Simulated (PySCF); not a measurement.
**C7H9P (SMILES C/C=C/p1cccc1): density, localisation and related maps**

```json
{"atom": "C", "x (Å)": "3.2460", "y (Å)": "0.1009", "z (Å)": "0.3546"}
{"atom": "C", "x (Å)": "2.0044", "y (Å)": "-0.4022", "z (Å)": "-0.2984"}
{"atom": "C", "x (Å)": "0.7754", "y (Å)": "-0.0662", "z (Å)": "0.0676"}
{"atom": "P", "x (Å)": "-0.7035", "y (Å)": "-0.7195", "z (Å)": "-0.7778"}
{"atom": "C", "x (Å)": "-1.6567", "y (Å)": "0.8063", "z (Å)": "-0.9469"}
{"atom": "C", "x (Å)": "-2.7022", "y (Å)": "0.8247", "z (Å)": "-0.1011"}
{"atom": "C", "x (Å)": "-2.7339", "y (Å)": "-0.2881", "z (Å)": "0.8124"}
{"atom": "C", "x (Å)": "-1.7117", "y (Å)": "-1.1487", "z (Å)": "0.6592"}
{"atom": "H", "x (Å)": "3.8648", "y (Å)": "0.6239", "z (Å)": "-0.3742"}
{"atom": "H", "x (Å)": "3.0147", "y (Å)": "0.7795", "z (Å)": "1.1720"}
{"atom": "H", "x (Å)": "3.8289", "y (Å)": "-0.7343", "z (Å)": "0.7420"}
{"atom": "H", "x (Å)": "2.1507", "y (Å)": "-1.0870", "z (Å)": "-1.1240"}
{"atom": "H", "x (Å)": "0.5930", "y (Å)": "0.6157", "z (Å)": "0.8897"}
{"atom": "H", "x (Å)": "-1.4574", "y (Å)": "1.5391", "z (Å)": "-1.7105"}
{"atom": "H", "x (Å)": "-3.4520", "y (Å)": "1.6008", "z (Å)": "-0.0734"}
{"atom": "H", "x (Å)": "-3.5086", "y (Å)": "-0.3860", "z (Å)": "1.5577"}
{"atom": "H", "x (Å)": "-1.5591", "y (Å)": "-2.0469", "z (Å)": "1.2339"}
```

Geometry: GFN2-xTB.

These are results of PySCF, PBE0/pcSseg-1, SCF density, gas phase, non-relativistic, not measurements.

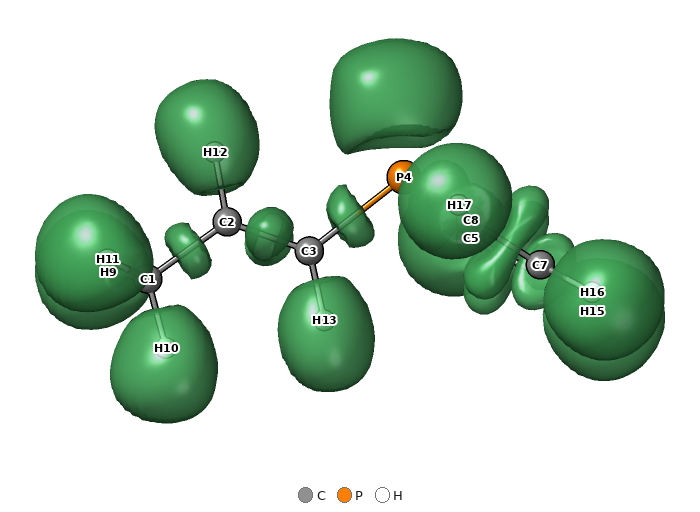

Figure 1. Isosurface of the electron localisation function at 0.8 (green), seen from one side. Core shells and regions of very low density are left out.

What do the ELF domains correspond to?

Answer. The ELF exceeds this value in five regions between bonded C–C atoms (shared pairs), three regions between bonded C–P atoms (shared pairs), nine regions around hydrogen nuclei and one lobe on P, pointing away from the bonds (lone pairs).


C–C (1.33 Å): the ELF peaks at about 0.95 between the atoms; a short, multiple covalent bond. C–P (1.81 Å): the ELF peaks at about 0.95 between the atoms, as expected for a shared electron pair.

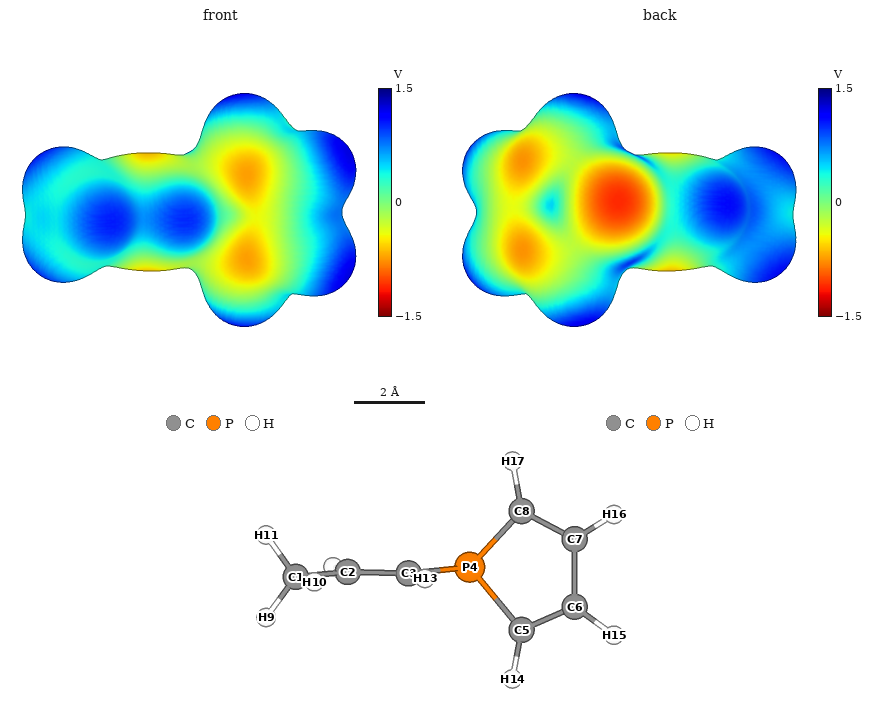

Figure 2. The molecular electrostatic potential painted on the density surface at 0.004 e/bohr³, seen from the front and from behind; the colour scale runs from red (negative) to blue (positive). The bare structure is drawn below in the same view.

Describe the electrostatic potential map.

Answer. The most negative region (about −1.1 V) lies over P4, the most positive (about +1.2 V) over H14, H15, H16 and H17.

How polar is the molecule by this calculation?

Answer. Its dipole moment is 1.42 D.

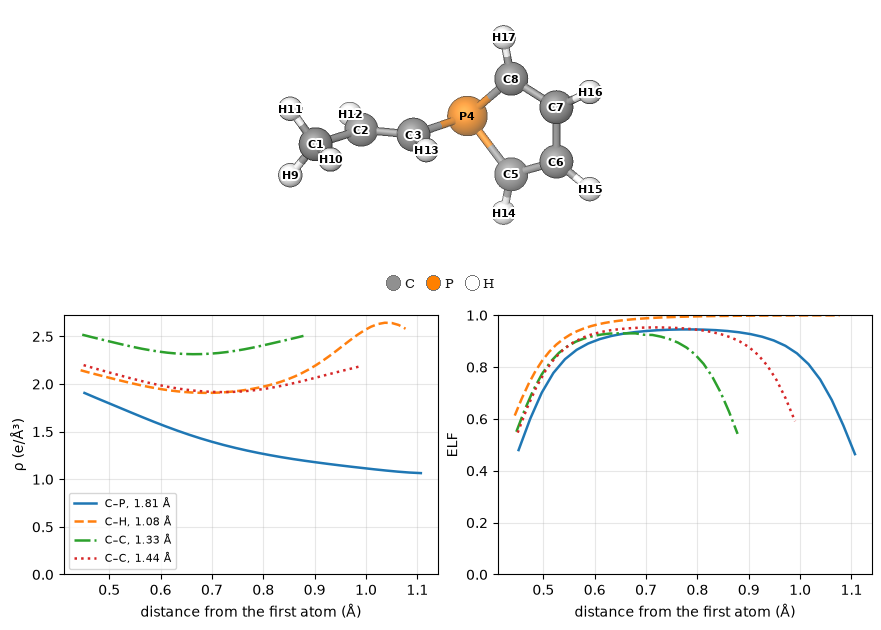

Figure 3. Total electron density and ELF along straight lines between neighbouring atoms. The curves leave out the atomic cores. The structure is drawn too.

Compare the contacts.

Answer. C–P (1.81 Å): ρ is about 1.2 e/Å³ halfway; the ELF peaks at about 0.95 between the atoms, as expected for a covalent bond.
C–H (1.08 Å): the density is about 2 e/Å³ at the midpoint; the ELF climbs to about 1 towards the hydrogen, as it does in any bond to H; a covalent bond by its length.
C–C (1.33 Å): ρ at the midpoint is about 2.3 e/Å³; the ELF peaks at about 0.95 between the atoms; a short, multiple covalent bond.
C–C (1.44 Å): ρ at the midpoint is about 1.9 e/Å³; the ELF peaks at about 0.95 between the atoms (a covalent bond).
